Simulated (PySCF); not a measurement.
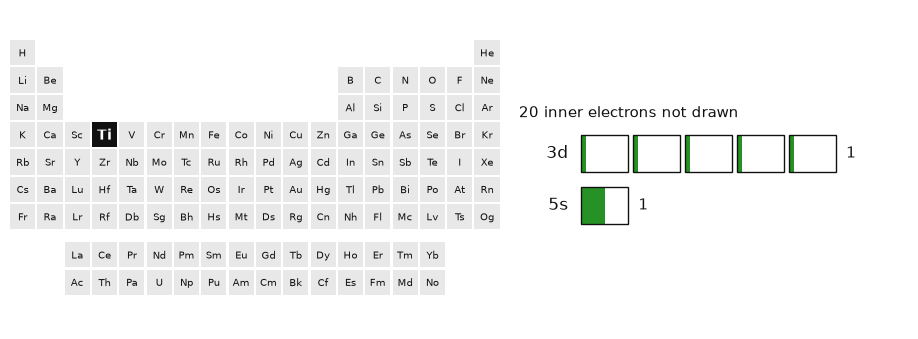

Fig. 1: Left, the place of titanium in the periodic table; right, the outer shells of the nominal configuration: a box for each of the 2l + 1 orbitals, shaded by the share of the shell that is filled, with the electron count at the right.

**Ti: atomic calculation**

System: Ti, configuration 1s2 2s2 2p6 3s2 3p6 3d1 4s2 5s1, multiplicity 3.
Method: unrestricted LDA, aug-cc-pVQZ-DK, spin-free X2C-1e, Gaussian nucleus (PySCF).

## The input
```python
from pyscf import gto, scf, dft, mp, cc
import basis_set_exchange as bse
mol = gto.M(atom="Ti 0 0 0", charge=0, spin=2, symmetry="D2h",
            basis=gto.basis.parse(bse.get_basis("aug-cc-pVQZ-DK", elements=["Ti"], fmt="nwchem")),
            nucmod="G")
mf = dft.UKS(mol, xc="LDA,VWN").sfx2c1e()
mf.irrep_nelec = {'Ag': (5, 4), 'B1g': (1, 0), 'B1u': (2, 2), 'B2u': (2, 2), 'B3u': (2, 2)}
mf.kernel()
```

The script is an equivalent of what the driver set up; the driver started from orbitals of its own, so the log can be shorter than this script's would be, and it computed the properties (radii, ⟨L²⟩, response) afterwards. It held the occupations shell by shell, which the script's counts by irreducible representation don't always enforce.

## Log (extracts)
```
damping factor = 0
level_shift factor = 0
DIIS = <class 'pyscf.scf.diis.CDIIS'>
diis_start_cycle = 1
diis_space = 10
diis_damp = 0
SCF conv_tol = 1e-09
SCF conv_tol_grad = None
number electrons alpha = 12  beta = 10
XC functionals = LDA,VWN
    P. A. M. Dirac.,  Math. Proc. Cambridge Philos. Soc. 26, 376 (1930)
    F. Bloch.,  Z. Phys. 57, 545 (1929)
    S. H. Vosko, L. Wilk, and M. Nusair.,  Can. J. Phys. 58, 1200 (1980)
cycle= 1 E= -851.319839255855  delta_E= -0.0154  |g|= 0.0296  |ddm|= 3.19
cycle= 2 E= -851.320026163767  delta_E= -0.000187  |g|= 0.00549  |ddm|= 0.349
cycle= 3 E= -851.32003708204  delta_E= -1.09e-05  |g|= 0.00175  |ddm|= 0.0353
cycle= 4 E= -851.320038057448  delta_E= -9.75e-07  |g|= 0.000236  |ddm|= 0.0146
cycle= 5 E= -851.320038214076  delta_E= -1.57e-07  |g|= 4.73e-05  |ddm|= 0.0056
cycle= 6 E= -851.320038301315  delta_E= -8.72e-08  |g|= 1.86e-05  |ddm|= 0.0033
cycle= 7 E= -851.320038316809  delta_E= -1.55e-08  |g|= 2.31e-06  |ddm|= 0.00174
cycle= 8 E= -851.320038316872  delta_E= -6.33e-11  |g|= 1.8e-07  |ddm|= 0.000188
converged SCF energy = -851.320038316872  <S^2> = 2.0005691  2S+1 = 3.0003794
```

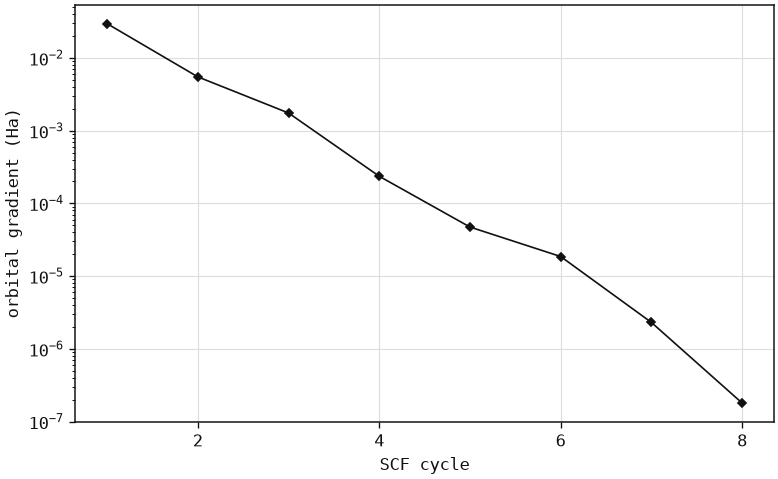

Fig. 2: Convergence: orbital gradient against the SCF cycle. The residual falls at every step. It goes from 0.030 to 1.8×10⁻⁷ in 8 steps.

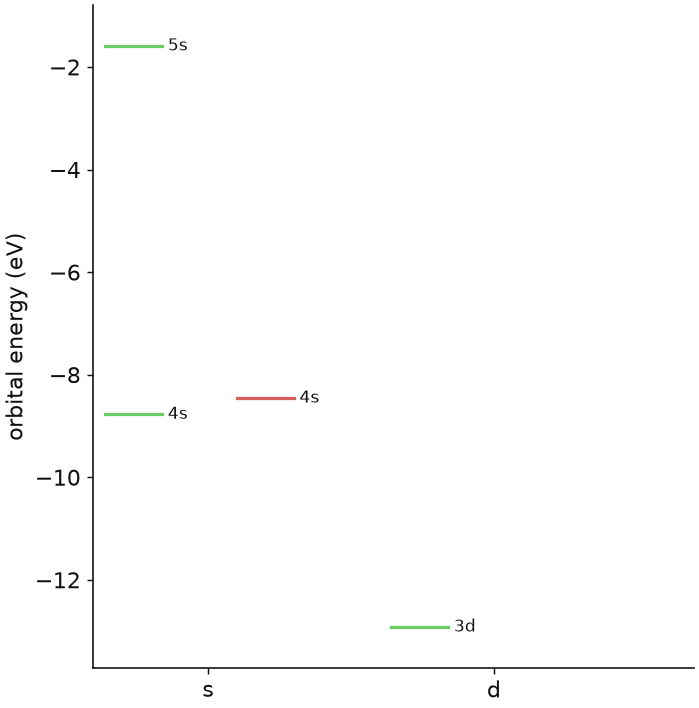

Fig. 3: Orbital energies of the mean field, from the top down to −12.9 eV, by angular momentum, α spin at the left of each column and β at the right; ×n counts the orbitals under one label. Empty levels that the record names by l alone aren't drawn. The highest filled orbital is 5s α at −1.59 eV, the lowest empty one d α at −13.2 eV.

## Results in brief

```
      quantity                      value
       outcome                  converged
  total energy        −851.320038 hartree
          ⟨S²⟩                      2.001
          ⟨L²⟩                       6.01
SCF iterations                          8
      hardware  1 CPU thread, shared host
      CPU time      2 s (integrals apart)
```

## Notes

The driver held the occupations shell by shell, and empty d and p levels lie below the filled 5s. The script shown fixes the counts by irreducible representation only, so by itself it can fall to another configuration. This is not the ground configuration of the species.
